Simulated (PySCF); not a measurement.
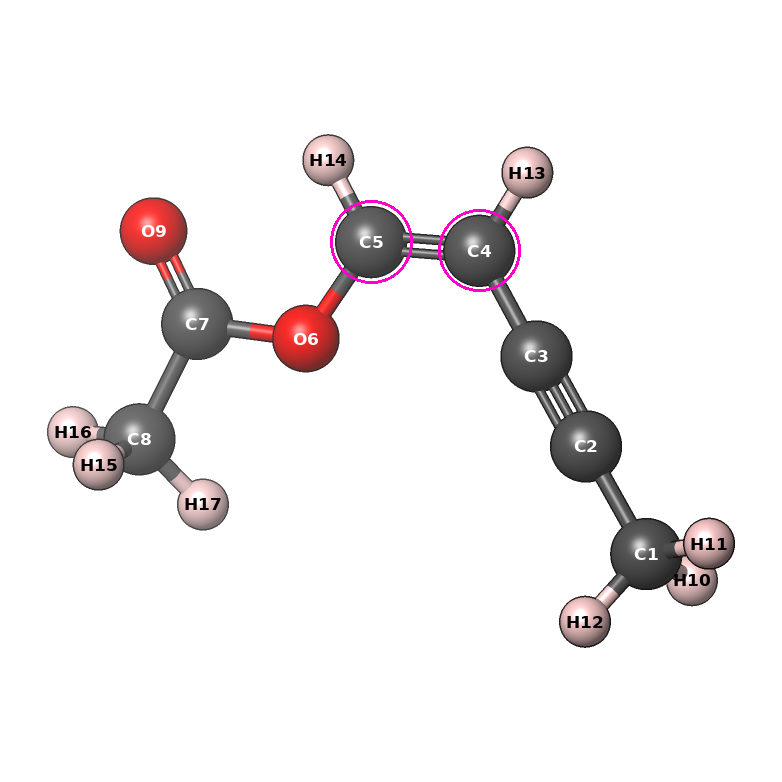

Distant atoms are faded towards the background colour. Circles mark the stereogenic atoms. The geometry was computed by an optimisation with GFN2-xTB. No frequency run is at hand to confirm it as a minimum.

**What are the Cahn–Ingold–Prelog descriptors?**

C4=C5: Z.

**Write the isomeric SMILES.**

CC#C/C=C\OC(C)=O
